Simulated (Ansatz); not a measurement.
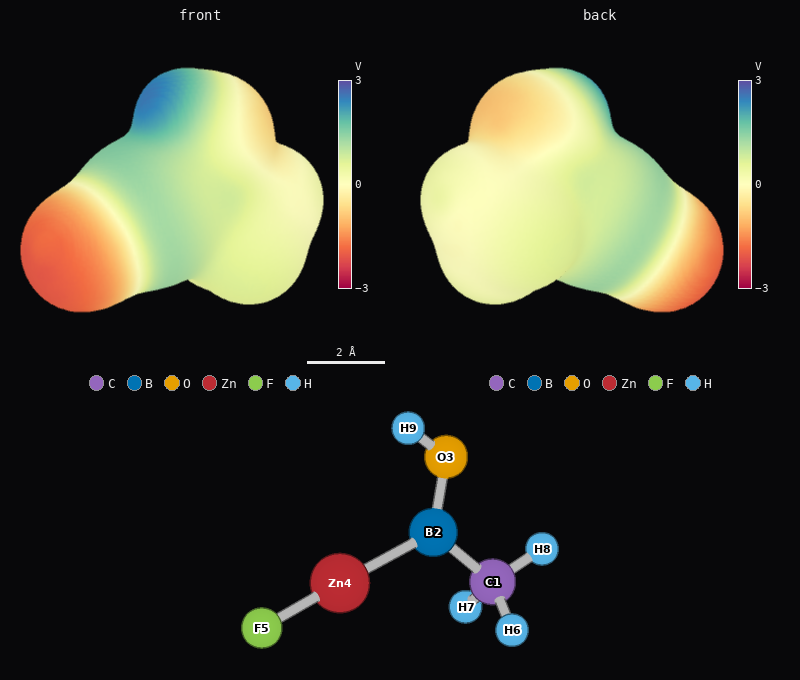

CH4BFOZn. The electrostatic potential painted on the density surface at 0.001 e/bohr³, seen from the front and from behind; red is negative and blue positive. The bare structure is drawn below in the same view.

All numbers below come from RKS PBE0/def2-SVP (Ansatz).

```xyz
9

C    -0.2911   -1.1125    0.0778
B     0.6120    0.1501   -0.1581
O     1.9095    0.0551    0.2259
Zn   -0.1903    1.8494   -1.0386
F    -0.9050    3.2731   -1.7802
H    -1.2284   -0.8542    0.5982
H    -0.5996   -1.5272   -0.8990
H     0.2287   -1.9041    0.6413
H     2.4366    0.8397    0.0530
```

Q: Where is the surface potential most negative and most positive?

A: The most negative region (about −2.0 V) lies over F5, the most positive (about +2.5 V) over H9.
